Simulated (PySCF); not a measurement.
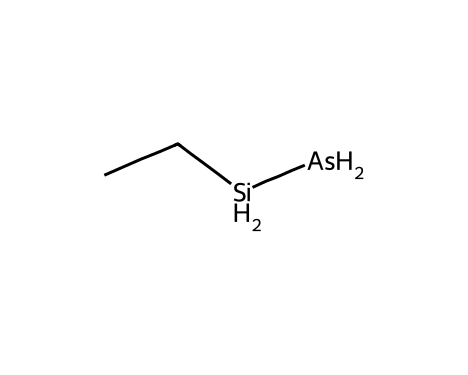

Structural formula above. The computed structure is the end point of a PBE0-D3(BJ)/def2-SVP optimisation. No frequency run is at hand to confirm it as a minimum.

Describe the 3D structure.

The molecule is C2H9AsSi. Its SMILES string is `CC[SiH2][AsH2]`. It has no ring. Among its groups: Si–H bond. The point group is C1. Coordination: 2 C tetrahedral; 1 Si tetrahedral; 1 As trigonal pyramidal.

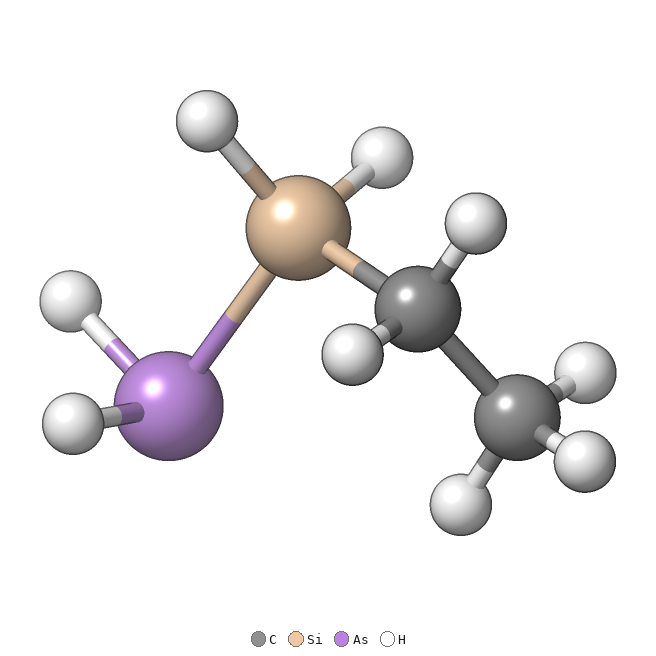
